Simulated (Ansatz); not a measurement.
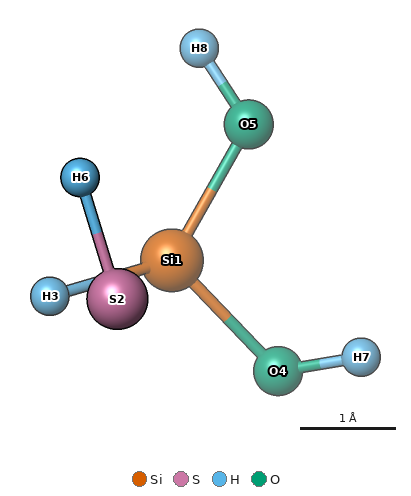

*The structure as given in the input (ball-and-stick view, seen at a tilt; atoms are numbered from 1 in the order of the input).*

Bond lengths as drawn: H–O 0.96 Å, H–S 1.34 Å, H–Si 1.61 Å and O–Si 1.63 to 1.64 Å.

Phonon calculation, with input and output: SiH₄SO₂

- system: SiH₄SO₂
- method: RKS PBE0-D4/def2-TZVP (Ansatz 0.2.0)

The geometry is a transition state. The reaction was set up to form S2–H3 and to break Si1–S2 and Si1–H3 (atoms counted from 1 in the order of the input); sticks are drawn by distance alone. The geometry comes from this level: PBE0-D4/def2-TZVP. Figures and captions count atoms from 1; the log counts them from 0 in places.

The program's output:
```
Functional definition: PBE0
  name "PBE0"
  cite "Adamo & Barone, J. Chem. Phys. 110, 6158 (1999) doi:10.1063/1.478522"
  cite "Perdew, Burke & Ernzerhof, Phys. Rev. Lett. 77, 3865 (1996) doi:10.1103/PhysRevLett.77.3865"
  parent pbe
  parameter a = 0.25
  parameter kappa = 0.804
  parameter beta = 0.06672455060314922
  exchange = (1 - a)*pbe_x(kappa = kappa, mu = beta*pi^2/3) + a*exact_x
  correlation = pbe_c(beta = beta)
1017 factors; their error is unknown
mean field evaluation 1: about -22855.8515 eV, gradient 7.1e1 eV
mean field evaluation 2: about -22840.6739 eV, gradient 1.2e2 eV
mean field evaluation 4: about -22863.8253 eV, gradient 7.0e0 eV
mean field evaluation 8: about -22863.9624 eV, gradient 1.2e-1 eV
mean field evaluation 16: about -22864.0276 eV, gradient 1.1e-4 eV
mean field -22864.02758614 eV, -840.2375159962 hartree, gradient 2.8e-5 eV, S^2 0.000000; 0 other end points of the search recorded, 0 dependent functions left out
the calculation of the forces begins
reference -22864.02761330 eV, -840.2375169941 hartree; 25, 25 occupied and 135, 135 virtual orbitals, 1017 factors
these checks for a lower state are left out or cut short: stability, starts, cluster_reference, orbital_swaps, neighbouring_geometries, increment
1017 factors; their error is unknown
mean field -22864.02742466 eV, -840.2375100620 hartree, gradient 1.2e-6 eV, S^2 0.000000; 0 other end points of the search recorded, 0 dependent functions left out
[... from here on the field's lines of each further geometry are left out, up to the last ...]
the calculation of the forces begins
reference -22864.02750829 eV, -840.2375131352 hartree; 25, 25 occupied and 135, 135 virtual orbitals, 1017 factors
these checks for a lower state are left out or cut short: stability, starts, cluster_reference, orbital_swaps, neighbouring_geometries, increment
1017 factors; their error is unknown
mean field -22864.02746922 eV, -840.2375116995 hartree, gradient 1.2e-6 eV, S^2 0.000000; 0 other end points of the search recorded, 0 dependent functions left out
the calculation of the forces begins
reference -22864.02749637 eV, -840.2375126971 hartree; 25, 25 occupied and 135, 135 virtual orbitals, 1017 factors
WARN: phonons: modes at or below zero, which the zero-point energy, F, S and C_V leave out: 1, the lowest at -1001.34 cm⁻¹. A minimum has none, and a first-order saddle one
Total energy: -22864.17754624 eV, -840.2430269280 hartree
Atom 0 at    -0.180540     0.635174     0.428162 Å, force     0.000598     0.000325     0.000009 eV/Å
Atom 1 at    -1.104743    -1.170641    -1.129382 Å, force    -0.001790     0.000477     0.000048 eV/Å
Atom 2 at    -1.549564    -0.183341     0.205036 Å, force    -0.000294    -0.000408    -0.000882 eV/Å
Atom 3 at     0.178215     1.776353    -0.676733 Å, force    -0.006297     0.000669     0.003735 eV/Å
Atom 4 at     1.247131    -0.016522     0.919642 Å, force    -0.000110     0.001856     0.001542 eV/Å
Atom 5 at    -0.781753    -2.113610    -0.229342 Å, force     0.000314    -0.000904    -0.000194 eV/Å
Atom 6 at     0.961060     1.643945    -1.219337 Å, force     0.006610    -0.001066    -0.004017 eV/Å
Atom 7 at     1.230293    -0.571257     1.701854 Å, force     0.000969    -0.000949    -0.000240 eV/Å
Dipole moment:     0.297731    -0.167799     0.379400 e Å
Vibrations: -1001.34 132.31 150.45 226.61 258.93 302.53 367.66 420.80 546.00 783.50 806.20 886.19 959.24 996.80 1638.66 2715.52 3865.83 3913.71 cm⁻¹, zero-point energy 1.176049 eV
```

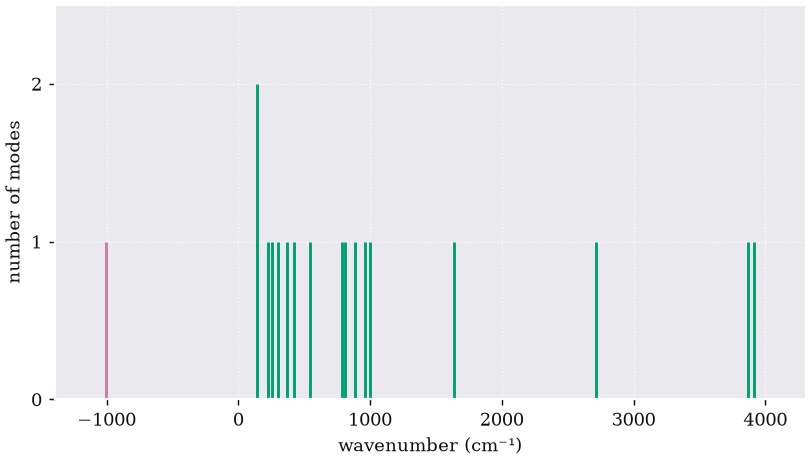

*Harmonic vibrational wavenumbers from the force constants; neighbouring modes closer than 22 cm⁻¹ are counted in one stick, and imaginary ones are drawn at negative wavenumbers.*

18 modes from 1001i to 3914 cm⁻¹, 1 imaginary beyond 8i (1001i cm⁻¹): a first-order saddle point, if the geometry is stationary.

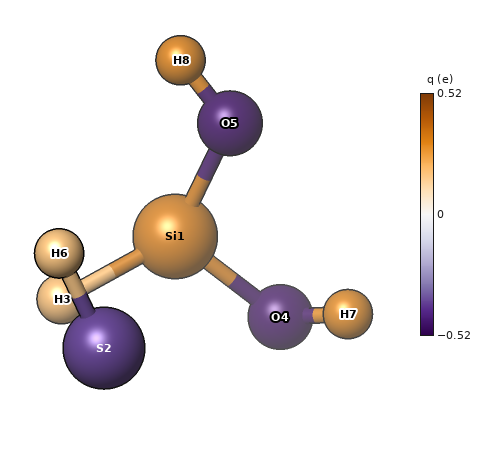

*Mulliken charges, as the colour of each atom (ball-and-stick view, seen at a tilt; atoms are numbered from 1 in the order of the input).*

By element: Si +0.34, S −0.37, H +0.16 to +0.33 and O −0.50 to −0.48 e.

The run was set up as follows.

Input file:
```yaml
crystal:
  periodic: [false, false, false]
  atoms:
    - {symbol: Si, position_ang: [-0.180540, 0.635174, 0.428162]}
    - {symbol: S, position_ang: [-1.104743, -1.170641, -1.129382]}
    - {symbol: H, position_ang: [-1.549564, -0.183341, 0.205036]}
    - {symbol: O, position_ang: [0.178215, 1.776353, -0.676733]}
    - {symbol: O, position_ang: [1.247131, -0.016522, 0.919642]}
    - {symbol: H, position_ang: [-0.781753, -2.113610, -0.229342]}
    - {symbol: H, position_ang: [0.961060, 1.643945, -1.219337]}
    - {symbol: H, position_ang: [1.230293, -0.571257, 1.701854]}
basis:
  gaussian: {orbitals: def2-TZVP}
hamiltonian: {xc: pbe0, dispersion: d4}
phonons: {temperatures: {t_min: 298.15, t_max: 900, t_step: 200}}
```

Summary:

```json
{"quantity": "outcome", "value": "converged"}
{"quantity": "total energy", "value": "−22864.1775 eV"}
{"quantity": "mean-field energy", "value": "−22864.0276 eV"}
{"quantity": "dispersion energy", "value": "−0.1499 eV"}
{"quantity": "largest force (length of the vector)", "value": "0.008 eV/Å"}
{"quantity": "dipole moment", "value": "2.45 D"}
{"quantity": "hardware", "value": "4 CPU threads, shared host"}
{"quantity": "wall time", "value": "61 s (CPU time 3.5 min)"}
{"quantity": "peak memory", "value": "0.39 GiB"}
```
